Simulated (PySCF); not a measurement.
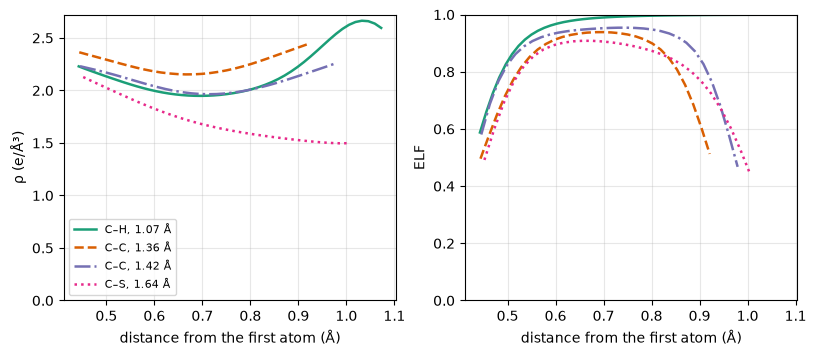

Figure 1: C₆H₆S₂ (SMILES CC(=S)c1cccs1). Electron density and ELF along straight lines between neighbouring atoms. The curves leave out the atomic cores.

Geometry: GFN2-xTB.

The calculation used PySCF 2.14.0, PBE0/pcSseg-1, SCF density, gas phase, non-relativistic.

```xyz
14

C    -2.3087    0.5413    0.5664
C    -1.3776   -0.5040    0.0511
S    -1.9328   -1.9918   -0.3691
C     0.0058   -0.1861   -0.0686
C     1.0290   -0.9969   -0.5148
C     2.2797   -0.3682   -0.5041
C     2.2164    0.9177   -0.0518
S     0.6276    1.3876    0.3690
H    -3.3239    0.1555    0.6013
H    -2.2794    1.4215   -0.0768
H    -2.0070    0.8537    1.5667
H     0.8589   -2.0088   -0.8342
H     3.1928   -0.8430   -0.8155
H     3.0186    1.6209    0.0581
```

What can be read from the curves?

C–H (1.07 Å): ρ at the midpoint is about 2.1 e/Å³; the ELF climbs to about 1 towards the hydrogen, as it does in any bond to H; a covalent bond by its length.
C–C (1.36 Å): ρ at the midpoint is about 2.2 e/Å³; the ELF peaks at about 0.95 between the atoms; localised, covalent bonding.
C–C (1.42 Å): the density is about 2 e/Å³ at the midpoint; the ELF peaks at about 0.95 between the atoms, as expected for a covalent bond.
C–S (1.64 Å): ρ at the midpoint is about 1.6 e/Å³; the ELF peaks at about 0.90 between the atoms (localised, covalent bonding).
